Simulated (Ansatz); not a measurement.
# MoS2 (P6_3/mmc): band gap by G0W0 on HSE06

How far does one-shot GW move the HSE06 gap of MoS2 (P6_3/mmc)?

Method: HSE06, then G0W0 on it, plane waves, PAW, in Ansatz 0.2.0.

The database entry behind the starting cell differs from later determinations by our own check (about 0.3 % long), so it need not match the best structure at ambient conditions.

### 1. Starting point

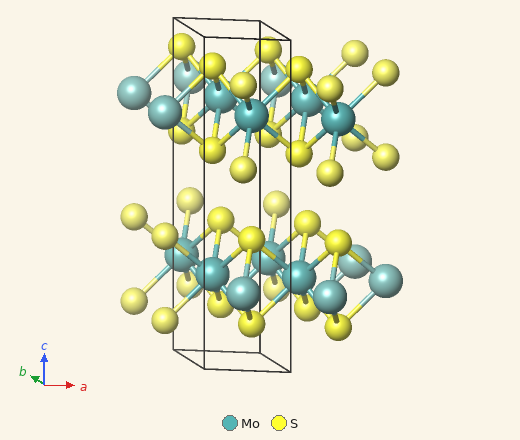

The cell as given, slightly off an axis (molybdenum teal, sulfur yellow). 2×2×1 cells are drawn. Some periodic images of atoms are drawn too.

The cell and positions come from the Crystallography Open Database and are kept as given unless a step says otherwise.

The logs state that the PAW files were generated under PBE.

### 2. HSE06 levels on the mesh and at listed points

HSE06 mixes in a quarter of exact exchange at short range.

This step: DFT, HSE06, plane waves, PAW; PAW set soft_1.

input.yaml

```yaml
crystal:
  lattice:
    - [3.169, 0.0, 0.0]
    - [-1.5845, 2.7444345046, 0.0]
    - [0.0, 0.0, 12.324]
  atoms:
    - { symbol: Mo, position: [0.3333333333, 0.6666666667, 0.25] }
    - { symbol: Mo, position: [0.6666666667, 0.3333333333, 0.75] }
    - { symbol: S, position: [0.3333333333, 0.6666666667, 0.623] }
    - { symbol: S, position: [0.6666666667, 0.3333333333, 0.123] }
    - { symbol: S, position: [0.3333333333, 0.6666666667, 0.877] }
    - { symbol: S, position: [0.6666666667, 0.3333333333, 0.377] }
kpoints:
  mp_grid: { grid: [6, 6, 2] }
  band_path:
    path:
      - [0.0, 0.0, 0.0]
      - [0.5, 0.0, 0.0]
      - [0.33333333, 0.33333333, 0.0]
      - [0.0, 0.0, 0.5]
      - [0.5, 0.0, 0.5]
      - [0.33333333, 0.33333333, 0.5]
      - [0.1666666667, 0.1666666667, 0.0]
    npoints: 1
hamiltonian:
  xc: hse06
  pseudopotentials: { kind: paw, azcp: { folder: soft_1 } }
scf:
  occupations: { method: fixed }
  n_extra_bands: 6
output:
  eigenvalues: true
  write_density: true
  write_potential: true
  elf: true
  volumetric_format: npy
```

On the command line:

```bash
ansatz run input.yaml --threads 4 --pin off --max-ram 138240MiB --backend cuda --events-out ev --progress --plain --runs-dir out --devices 1 --max-vram 26GiB
```

Numbers of over 12 decimals in the logs are rounded to 6 here.

The program printed:

```text
scf.n_extra_bands = 6 over 26 filled bands (N_el = 52.0): the run solves 32 bands
GPUs: using 1 of 1 available (devices: 1).
Engine: ansatz 0.2.0, x86_64-unknown-linux-gnu
Pseudopotentials: kind: paw
Pseudopotential: Mo, paw, valence charge 14, recommended cutoff 420 eV (normal), soft_1/Mo.paw.azcp
Pseudopotential: S, paw, valence charge 6, recommended cutoff 420 eV (normal), soft_1/S.paw.azcp
Functional definition: HSE06
  parameter a = 0.25
  parameter omega = 0.11/bohr
  exchange = pbe_x - a*pbe_x_sr(omega) + a*exact_x_sr(omega)
  correlation = pbe_c
davidson cushion auto → on  (no smearing: the cushion is to keep the highest requested band from converging to the state above it; pin scf.eigensolver.cushion to override)
device memory: the entry about to start is reckoned to put 1.1 GiB on a device that reports 67.4 GiB free (of which the cap on the GPU budget leaves the run 26.0 GiB)
GPU FFT provider: cuFFT
GPU libraries: cuBLAS 13.8.2, cuFFT 12.4.0, cuSOLVER 12.3.4
Crystal: 6 atoms, lattice volume = 107.183 Å³
Basis set: ecut = 420 eV, 2081 PW (Γ)
Bands: 32, of which v1, the nominal top of the filled ones, is band 26 counted from 1 (25 counted from 0)
Symmetry: 24 space group operations
Space group: P63/mmc (ITA 194), of the structure as read, at distance tolerance 4.8e-5 Å
k-points: 14 of 72
Non-local potential: Mo, projectors of the file, l = 0: 3, l = 1: 2, l = 2: 2, l = 3: 1
Non-local potential: S, projectors of the file, l = 0: 2, l = 1: 2, l = 2: 1
PAW form: soft (Blöchl's): semilocal exchange-correlation on the pseudo side does not see the compensation charge
PAW frozen core: Mo, regenerated for the run's functional, and the local potential with it (the file was generated under x = pbe(κ = 0.804, μ = 0.219515), c = pbe(β = 0.066725))
PAW frozen core: S, regenerated for the run's functional, and the local potential with it (the file was generated under x = pbe(κ = 0.804, μ = 0.219515), c = pbe(β = 0.066725))
PAW one-centre angular grid: Mo, 590 points (default); XC on 64 Gauss nodes
PAW one-centre angular grid: S, 110 points (default); XC on 64 Gauss nodes
Initial density: superposition of atomic densities (chi_scale 0.1, normalization cell, long waves kept (reshape's long-wave potential 0.07 eV rms))
Initial wavefunctions: pseudopotential atomic-orbital guess
GPU buffer pool allocated for 51840 grid points (all kernels)
GPU transforms: local potential and band sums: pruned to the plane-wave sphere, on 24×24×90
Functional: x = pbe(κ = 0.804, μ = 0.219515), c = pbe(β = 0.066725), warm-up for x = pbe(κ = 0.804, μ = 0.219515) + 0.25 (exact − pbe) at short range (hse, ω = 0.207870 Å⁻¹), c = pbe(β = 0.066725); HSE06 as pw.x's `hse` composes it (authors' and Libxc's form: `xc: wpbeh`)
SCF iter   1: F=—  HF=-13527.047969 eV  |F-HF|=—  |Δ(HF+E_count)|=         —  Δρ=6.11e-2  dr2=5.00e0  ethr=1.00e-1  ⟨swp⟩=4.0  Hψ=1357  notcnv=0
preconditioner: auto → none  [insulator: Δε(μ)=0.765 eV  Ē_g=8.182 eV  n_scr=26 (ndim 8)  ℏωp=21.5 eV  f_vac=0.001]
SCF iter   2: F=—  HF=-13525.962318 eV  |F-HF|=—  |Δ(HF+E_count)|=    1.09e0  Δρ=3.60e-2  dr2=2.54e0  ethr=9.62e-3  ⟨swp⟩=3.1  Hψ=1308  notcnv=0
SCF iter   3: F=—  HF=-13526.056859 eV  |F-HF|=—  |Δ(HF+E_count)|=   9.45e-2  Δρ=3.24e-2  dr2=3.14e0  ethr=4.89e-3  ⟨swp⟩=3.1  Hψ=1167  notcnv=0
SCF iter   4: F=—  HF=-13525.654609 eV  |F-HF|=—  |Δ(HF+E_count)|=   4.02e-1  Δρ=1.43e-2  dr2=3.89e-1  ethr=4.89e-3  ⟨swp⟩=2.1  Hψ=997  notcnv=0
iter 5 solved again at ethr=3.01e-6 eV; its pass at ethr=7.49e-4 eV (dr2=1.56e-3 eV) is discarded
SCF iter   5: F=—  HF=-13525.608636 eV  |F-HF|=—  |Δ(HF+E_count)|=   4.60e-2  Δρ=1.86e-3  dr2=1.59e-3  ethr=3.01e-6  ⟨swp⟩=4.1  Hψ=2434  notcnv=0  defer=1
SCF iter   6: F=—  HF=-13525.608609 eV  |F-HF|=—  |Δ(HF+E_count)|=   2.72e-5  Δρ=7.67e-4  dr2=6.35e-4  ethr=3.01e-6  ⟨swp⟩=2.9  Hψ=1026  notcnv=0
SCF iter   7: F=-13525.608517 eV  HF=-13525.608522 eV  |F-HF|=5.53e-6  |Δ(HF+E_count)|=   8.67e-5  Δρ=1.30e-4  dr2=1.15e-5  ethr=1.22e-6  ⟨swp⟩=2.9  Hψ=1021  notcnv=0
SCF 1 stopped early in 7 iterations: F = -13525.608517 eV  dr2 = 1.15e-5
  greatest PAW one-centre occupation: 0.999 electrons in one spin orbital (limit 2), on the Mo atom at site 1 (counted from 0), in its partial waves of l = 0
device memory: the entry about to start is reckoned to put 1.7 GiB (of the 1.8 GiB reckoned in all, the device holds 0.1 GiB already) on a device that reports 67.3 GiB free (of which the cap on the GPU budget leaves the run 25.9 GiB)
GPU FFT provider: cuFFT
GPU libraries: cuBLAS 13.8.2, cuFFT 12.4.0, cuSOLVER 12.3.4
Initial density: handed on by an earlier stage of this run
Initial wavefunctions: those handed on with the density
GPU buffer pool allocated for 51840 grid points (all kernels)
GPU transforms: local potential and band sums: pruned to the plane-wave sphere, on 24×24×90
Functional: x = pbe(κ = 0.804, μ = 0.219515) + 0.25 (exact − pbe) at short range (hse, ω = 0.207870 Å⁻¹), c = pbe(β = 0.066725); HSE06 as pw.x's `hse` composes it (authors' and Libxc's form: `xc: wpbeh`)
Exchange kernel: α = 0.2500, screened, ω = 0.2079 Å⁻¹, Wigner–Seitz truncation, v(0) = 1044.3486 eV·Å³, q-mesh 6×6×2, nearest image of the exchange supercell L = 19.01 Å, pair-density grid 15×15×54, without the augmentation charges, whose exchange is taken in its separable form by FFT convolution over the k-point mesh (sized by the pseudopotential files, 20×20×90 at the most), smooth part of the exact exchange by density-matrix convolution in up to 3.02 GiB of GPU memory as planned if the GPU has room (build and FFT work areas not counted)
Frozen-core exchange: fock
SCF iter   1: F=—  HF=-13531.670004 eV  |F-HF|=—  |Δ(HF+E_count)|=         —  Δρ=1.15e-2  dr2=2.84e-1  ethr=2.22e-7  ⟨swp⟩=7.1  Hψ=2631  notcnv=0
preconditioner: auto → none  [insulator: Δε(μ)=1.388 eV  Ē_g=9.212 eV  n_scr=26 (ndim 8)  ℏωp=21.5 eV  f_vac=0.015]
SCF iter   2: F=—  HF=-13531.611405 eV  |F-HF|=—  |Δ(HF+E_count)|=   5.86e-2  Δρ=1.46e-3  dr2=3.16e-3  ethr=2.22e-7  ⟨swp⟩=6.1  Hψ=2284  notcnv=0
SCF iter   3: F=—  HF=-13531.627544 eV  |F-HF|=—  |Δ(HF+E_count)|=   1.61e-2  Δρ=1.21e-3  dr2=1.41e-3  ethr=2.22e-7  ⟨swp⟩=5.0  Hψ=1885  notcnv=0
SCF iter   4: F=—  HF=-13531.627116 eV  |F-HF|=—  |Δ(HF+E_count)|=   4.29e-4  Δρ=2.29e-4  dr2=1.25e-4  ethr=2.22e-7  ⟨swp⟩=4.0  Hψ=1574  notcnv=0
SCF iter   5: F=—  HF=-13531.627924 eV  |F-HF|=—  |Δ(HF+E_count)|=   8.08e-4  Δρ=3.28e-4  dr2=1.76e-4  ethr=5.41e-8  ⟨swp⟩=4.1  Hψ=1649  notcnv=0
SCF iter   6: F=-13531.627881 eV  HF=-13531.627889 eV  |F-HF|=8.47e-6  |Δ(HF+E_count)|=   3.46e-5  Δρ=6.08e-5  dr2=1.23e-5  ethr=5.41e-8  ⟨swp⟩=3.1  Hψ=1281  notcnv=0
SCF 2 stopped early in 6 iterations: F = -13531.627881 eV  dr2 = 1.23e-5
hybrid outer 1: dexx = +2.073e-2 eV, tail = 6.39e-5 eV
GPU FFT provider: cuFFT
GPU libraries: cuBLAS 13.8.2, cuFFT 12.4.0, cuSOLVER 12.3.4
GPU buffer pool allocated for 51840 grid points (all kernels)
GPU transforms: local potential and band sums: pruned to the plane-wave sphere, on 24×24×90
Exchange kernel: α = 0.2500, screened, ω = 0.2079 Å⁻¹, Wigner–Seitz truncation, v(0) = 1044.3486 eV·Å³, q-mesh 6×6×2, nearest image of the exchange supercell L = 19.01 Å, pair-density grid 15×15×54, without the augmentation charges, whose exchange is taken in its separable form by FFT convolution over the k-point mesh (sized by the pseudopotential files, 20×20×90 at the most), smooth part of the exact exchange by density-matrix convolution in up to 3.02 GiB of GPU memory as planned if the GPU has room (build and FFT work areas not counted)
Frozen-core exchange: fock
SCF iter   1: F=—  HF=-13531.627875 eV  |F-HF|=—  |Δ(HF+E_count)|=         —  Δρ=1.16e-4  dr2=2.72e-5  ethr=6.15e-7  ⟨swp⟩=2.6  Hψ=1010  notcnv=0
preconditioner: auto → none  [insulator: Δε(μ)=1.444 eV  Ē_g=9.104 eV  n_scr=26 (ndim 8)  ℏωp=21.5 eV  f_vac=0.015]
iter 2 solved again at ethr=3.19e-10 eV; its pass at ethr=4.88e-8 eV (dr2=1.66e-7 eV) is discarded
SCF iter   2: F=—  HF=-13531.627870 eV  |F-HF|=—  |Δ(HF+E_count)|=   4.29e-6  Δρ=2.09e-5  dr2=9.24e-7  ethr=3.19e-10  ⟨swp⟩=3.8  Hψ=2496  notcnv=0
SCF iter   3: F=—  HF=-13531.627875 eV  |F-HF|=—  |Δ(HF+E_count)|=   4.07e-6  Δρ=1.37e-5  dr2=1.59e-7  ethr=3.08e-10  ⟨swp⟩=4.2  Hψ=1555  notcnv=0
SCF iter   4: F=-13531.627875 eV  HF=-13531.627875 eV  |F-HF|=7.31e-8  |Δ(HF+E_count)|=   3.29e-7  Δρ=6.69e-6  dr2=8.74e-8  ethr=1.59e-10  ⟨swp⟩=4.1  Hψ=1296  notcnv=0  defer=2
SCF 3 converged in 4 iterations: F = -13531.627875 eV  dr2 = 8.74e-8
hybrid outer 2: dexx = +6.379e-6 eV, tail = 1.96e-7 eV, Δε = 3.99e-3 eV (about 2.50e-4 eV left of the loop's levels)
device memory: the entry about to start is reckoned to put 0.6 GiB on a device that reports 71.0 GiB free (of which the cap on the GPU budget leaves the run 26.0 GiB)
NSCF: frozen V_eff on 7 k-points
hybrid SCF converged: 2 outer / 10 inner (+7 warm-up), last move |dexx| = 6.38e-6 eV, tail = 1.96e-7 eV
Stability not checked: this state was not tested for a lower state beside it, because the functional holds exact exchange (a hybrid, or Hartree-Fock), whose exchange loop this test does not read (fock_operator; see scf.lower_state_search)
Free energy (F): -13531.627875 eV
Frozen-core exchange: fock
Harris-Foulkes:  -13531.627875 eV  (|F-HF|=7.31e-8)
Internal energy: -13531.627875 eV  (E = F + TS)
E sigma→0 (E₀):  -13531.627875 eV
Fermi energy:    10.517079 eV
--- Per-component energies (eV) ---
  E_band       = -403.406680
  E_kinetic    = 1264.141212
  E_local      = -3896.188545  (includes V_loc(G=0)·N_el)
  E_nonlocal   = 428.313039
  E_hartree    = 1503.867790
  E_xc         = -569.636588
  E_vxc        = -616.466417  (∫ρ·V_xc dr)
  E_exx        = -128.766811  (= α·E_x^exact, valence–valence)
  E_paw        = -8870.889724  (= ΣΔE_a)
  E_vpaw       = -333.390870  (= ΣTr[D̂ρ^β])
  E_aug_tail   = 0.000090  (compensation charges beyond the density's cutoff)
  E_ewald      = -3261.216446
  E_core_change = -1.251891  (= ΣΔE_core)
  E_smearing   = -0.000000  (= −TS)
  E_closure    = 0.000000  (closes the sum)
  Σ components = -13531.627875   (vs F -13531.627875, Δ=1.82e-12)
--- Band table (eV; the first three rows and the last of 14) ---
  k-point 0: bands = [... 22 lower, 8.1896, 9.1006, 9.2673, 10.5171, 13.3394, 13.3394, 13.3709, 13.3709, ... 2 higher]
  k-point 1: bands = [... 22 lower, 8.1624, 8.1624, 10.2084, 10.2084, 13.3434, 13.3434, 13.3434, 13.3434, ... 2 higher]
  k-point 2: bands = [... 22 lower, 8.1971, 9.1315, 9.2011, 9.6733, 12.6395, 13.0197, 13.1042, 13.2370, ... 2 higher]
  k-point 13: bands = [... 22 lower, 7.2340, 7.2340, 9.8216, 9.8216, 12.0333, 12.0333, 13.5854, 13.5854, ... 2 higher]
```

The job ended after 14 s (1 × NVIDIA H100 80GB HBM3 (shared by 3 runs) with 4 threads of AMD EPYC 7R13 (Zen 3), shared host; peak memory 1.3 GiB).

The column dr2 measures how far the density is from self-consistency, as an energy; F and HF (Harris–Foulkes) agree once it is small.

This step gave:

* gap: 1.445 eV
* valence top at: Γ
* conduction bottom at: k = (0.167, 0.167, 0.000)
* least direct gap: 2.116 eV
* exact-exchange fraction: 0.25

Over mesh and listed points the gap is 1.445 eV, from k = Γ to k = (0.167, 0.167, 0.000). The least direct gap found is 2.116 eV, at k = (0.333, 0.333, 0.000).

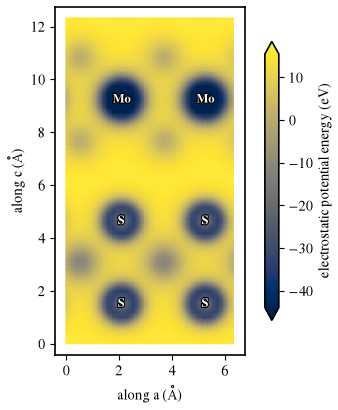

Electrostatic potential energy in the ac plane at fractional y = 0.333, with atoms of Mo and S within 0.2 Å of it. With pseudopotentials it is smooth inside the atoms' cores, unlike the true potential.

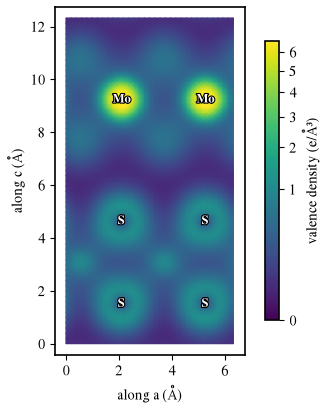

Valence density in the ac plane at fractional y = 0.333, with atoms of Mo and S within 0.2 Å of it. It is the smooth field of the valence electrons, not physical close to the nuclei. The colour scale is stretched toward low values.

(Continued in part 2 of 3.)

[Paths, hosts, dates, memory and timing lines, banners, echoed tables and standing remarks are left out of the program output.]

[Logs are printed without paths, hosts, clocks, repeated set-up lines and the standing remarks that a program may print on its own settings, such as how far it seeks lower states.]

[Runs of the session that timed out or met a known fault of the program may be left out.]

[Cells called generated may have been cut or substituted from an entry of the Crystallography Open Database or the Materials Project.]

[Hosts, paths, dates, database ids (printed as entryN), source tags and the programs' standing remarks are cut or masked in the printed files.]

[Where an RPA ε∞ is given, it is that of the G0W0 mesh and is not shown converged in it. Names of k-points follow the symmetry that the program found, which can be lower than the space group named. Band edges on a path are those of the sampled points; other points can move an edge, and change direct to indirect where valleys lie close.]

[Hybrid gaps are those of their k-mesh and are not shown converged in it.]
